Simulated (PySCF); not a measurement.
**What a change does: NMR shielding calculation on C$_{5}$H$_{10}$F$_{2}$**

System: C$_{5}$H$_{10}$F$_{2}$ ((CH3CH2)2CF2).
Method of the first run: GIAO B97-D/pcSseg-1 NMR shielding, non-relativistic, gas phase (PySCF 2.14.0).

The geometry comes from this level: PBE0-D3(BJ)/def2-SVP. Text and figures count atoms from 1; the logs count them from 0 in places.

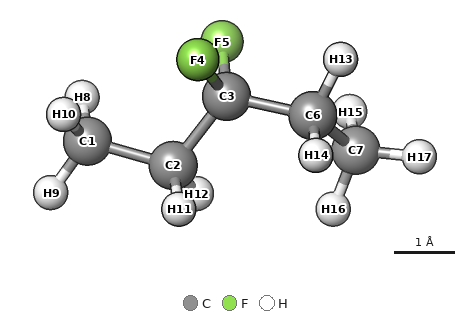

The structure as given in the input (ball-and-stick view, seen at a tilt; atoms are numbered from 1 in the order of the input). Bond lengths as drawn: C–C 1.52 Å, C–F 1.37 Å and C–H 1.10 Å.

The input, the first run:
```
{"job": {"kind": "nmr", "xc": "B97-D", "basis": "pcSseg-1", "pop": false}, "charge": 0, "multiplicity": 1}
C     -2.280330    -0.350414    -0.111002
C     -0.826745    -0.572831     0.270147
C     -0.025544     0.712539     0.314721
F     -0.631662     1.578912     1.179886
F     -0.083024     1.310200    -0.914297
C      1.428403     0.589253     0.724485
C      2.278462    -0.247927    -0.214961
H     -2.355079     0.124993    -1.099454
H     -2.826331    -1.303945    -0.146778
H     -2.779706     0.304804     0.616736
H     -0.748109    -1.047157     1.261576
H     -0.337356    -1.250012    -0.446779
H      1.811939     1.620643     0.776641
H      1.453614     0.189693     1.750552
H      2.200269     0.126362    -1.246400
H      1.978432    -1.306900    -0.214214
H      3.337053    -0.207349     0.079209
```

The first line tells a small driver script what to run in PySCF; the rest is the geometry in Å.

Hardware: 1 CPU thread, shared host.

Output (the first run):
```
coarse grid: 13808 points
cycle   1  E = -395.7745258645  dE =  4.690e-01  |g| = 8.929e-01  |ddm| = 3.437e+00
cycle   2  E = -395.5270848032  dE =  2.474e-01  |g| = 1.514e+00  |ddm| = 1.596e+00
cycle   3  E = -395.9195546140  dE = -3.925e-01  |g| = 1.414e-01  |ddm| = 1.024e+00
cycle   4  E = -395.9234656521  dE = -3.911e-03  |g| = 5.271e-02  |ddm| = 1.433e-01
cycle   5  E = -395.9240632349  dE = -5.976e-04  |g| = 7.872e-03  |ddm| = 4.306e-02
cycle   6  E = -395.9240752085  dE = -1.197e-05  |g| = 3.305e-03  |ddm| = 9.291e-03
cycle   7  E = -395.9240773077  dE = -2.099e-06  |g| = 4.920e-04  |ddm| = 3.357e-03
final grid: 132968 points
cycle   8  E = -395.9656201043  dE = -7.053e-05  |g| = 2.571e-02  |ddm| = 4.307e-02
cycle   9  E = -395.9653865068  dE =  2.336e-04  |g| = 4.627e-02  |ddm| = 4.379e-02
cycle  10  E = -395.9657161655  dE = -3.297e-04  |g| = 1.820e-03  |ddm| = 2.986e-02
cycle  11  E = -395.9657168320  dE = -6.665e-07  |g| = 4.685e-04  |ddm| = 1.653e-03
cycle  12  E = -395.9657168825  dE = -5.046e-08  |g| = 8.358e-05  |ddm| = 5.096e-04
cycle  13  E = -395.9657168841  dE = -1.572e-09  |g| = 2.402e-05  |ddm| = 1.003e-04
cycle  14  E = -395.9657168842  dE = -1.146e-10  |g| = 7.886e-06  |ddm| = 2.722e-05
converged SCF energy = -395.9657168842

GIAO shielding tensors (ppm)
atom      isotropic    diamagn.    paramagn.     s11        s22        s33       span
  0 C      171.061     244.311     -73.251    164.225    168.246    180.712     16.487
  1 C      148.004     251.869    -103.865    134.830    145.634    163.548     28.718
  2 C       51.164     243.728    -192.564     39.329     46.064     68.101     28.772
  3 F      288.442     476.466    -188.024    184.144    322.757    358.424    174.280
  4 F      303.770     478.319    -174.549    201.742    337.341    372.228    170.486
  5 C      143.719     249.686    -105.967    128.806    137.436    164.914     36.107
  6 C      168.105     247.250     -79.145    159.883    164.780    179.651     19.768
  7 H       30.127      29.510       0.617     25.333     29.302     35.745     10.412
  8 H       30.546      27.793       2.753     26.178     27.991     37.469     11.290
  9 H       30.030      28.704       1.325     25.229     29.104     35.756     10.527
 10 H       30.057      32.339      -2.282     25.582     30.163     34.426      8.844
 11 H       29.618      33.549      -3.931     24.500     30.818     33.537      9.037
 12 H       29.486      29.899      -0.413     25.297     29.262     33.899      8.602
 13 H       29.892      31.201      -1.310     26.189     29.245     34.242      8.053
 14 H       30.256      30.374      -0.118     25.941     29.427     35.401      9.459
 15 H       30.541      30.994      -0.453     26.090     29.956     35.577      9.487
 16 H       30.392      27.221       3.171     26.095     27.669     37.411     11.316
```

For the second run the input was changed thus:
```diff
-"xc": "B97-D"
+"xc": "CAM-B3LYP"
```

How does the second run compare with the first run?

The total energies belong to different methods, so their difference says nothing on which is more stable or more accurate. The HOMO goes from −7.47 to −10.50 eV. The LUMO goes from 0.70 to 2.21 eV. The dipole moment goes from 2.09 to 2.24 D. Of all shieldings, the largest change is that of F4, by +12.7 ppm. The functional changes from B97-D to CAM-B3LYP. Exact exchange removes part of the self-interaction error of semilocal functionals, which pushes filled and empty levels apart. The SCF takes 12 iterations against 14.

Output (the second run):
```
coarse grid: 13808 points
cycle   1  E = -395.8951051048  dE =  7.850e-01  |g| = 7.663e-01  |ddm| = 3.329e+00
cycle   2  E = -395.8664034852  dE =  2.870e-02  |g| = 9.486e-01  |ddm| = 9.059e-01
cycle   3  E = -395.9985573179  dE = -1.322e-01  |g| = 5.807e-02  |ddm| = 4.946e-01
cycle   4  E = -395.9990899089  dE = -5.326e-04  |g| = 2.914e-02  |ddm| = 5.202e-02
cycle   5  E = -395.9992743268  dE = -1.844e-04  |g| = 3.710e-03  |ddm| = 2.328e-02
cycle   6  E = -395.9992775944  dE = -3.268e-06  |g| = 5.448e-04  |ddm| = 3.330e-03
final grid: 132968 points
cycle   7  E = -396.0642207910  dE = -3.244e-05  |g| = 5.475e-03  |ddm| = 1.494e-02
cycle   8  E = -396.0642198478  dE =  9.433e-07  |g| = 6.328e-03  |ddm| = 7.240e-03
cycle   9  E = -396.0642264851  dE = -6.637e-06  |g| = 4.776e-04  |ddm| = 3.537e-03
cycle  10  E = -396.0642265211  dE = -3.600e-08  |g| = 1.915e-04  |ddm| = 4.058e-04
cycle  11  E = -396.0642265288  dE = -7.762e-09  |g| = 1.616e-05  |ddm| = 1.460e-04
cycle  12  E = -396.0642265289  dE = -6.946e-11  |g| = 6.243e-06  |ddm| = 2.303e-05
converged SCF energy = -396.0642265289

GIAO shielding tensors (ppm)
atom      isotropic    diamagn.    paramagn.     s11        s22        s33       span
  0 C      175.986     243.556     -67.570    168.973    174.134    184.850     15.878
  1 C      151.670     250.895     -99.225    137.914    148.451    168.643     30.729
  2 C       54.558     242.729    -188.171     39.953     51.931     71.790     31.836
  3 F      301.153     476.809    -175.656    194.718    335.544    373.196    178.478
  4 F      316.025     478.548    -162.524    212.378    349.238    386.457    174.079
  5 C      147.541     248.657    -101.116    131.989    140.564    170.070     38.081
  6 C      173.021     246.447     -73.426    164.627    170.835    183.602     18.975
  7 H       30.028      29.106       0.922     24.938     29.131     36.014     11.076
  8 H       30.443      27.646       2.797     25.741     27.715     37.874     12.132
  9 H       29.933      28.440       1.493     24.830     28.925     36.044     11.214
 10 H       30.044      32.048      -2.004     25.343     30.031     34.759      9.416
 11 H       29.636      33.074      -3.438     24.303     30.771     33.834      9.531
 12 H       29.409      29.774      -0.366     24.953     29.044     34.229      9.277
 13 H       29.892      30.956      -1.064     25.961     29.085     34.630      8.669
 14 H       30.173      29.928       0.245     25.527     29.306     35.686     10.159
 15 H       30.483      30.551      -0.068     25.745     29.839     35.864     10.120
 16 H       30.311      27.230       3.082     25.728     27.378     37.828     12.100
```

The two runs side by side:

| quantity | the first run | the second run |
| --- | --- | --- |
| outcome | converged | converged |
| total energy (hartree) | −395.965717 | −396.064227 |
| HOMO (eV) | −7.47 | −10.50 |
| LUMO (eV) | 0.70 | 2.21 |
| dipole moment (D) | 2.09 | 2.24 |
| shielding of C1 (ppm) | 171.1 | 176.0 |
| shielding of C2 (ppm) | 148.0 | 151.7 |
| shielding of C3 (ppm) | 51.2 | 54.6 |
| shielding of F4 (ppm) | 288.4 | 301.2 |
| shielding of F5 (ppm) | 303.8 | 316.0 |
| shielding of C6 (ppm) | 143.7 | 147.5 |
| shielding of C7 (ppm) | 168.1 | 173.0 |
| SCF iterations | 14 | 12 |
| basis functions | 169 | 169 |
| wall time (shared host) | 40 s | 33 s |
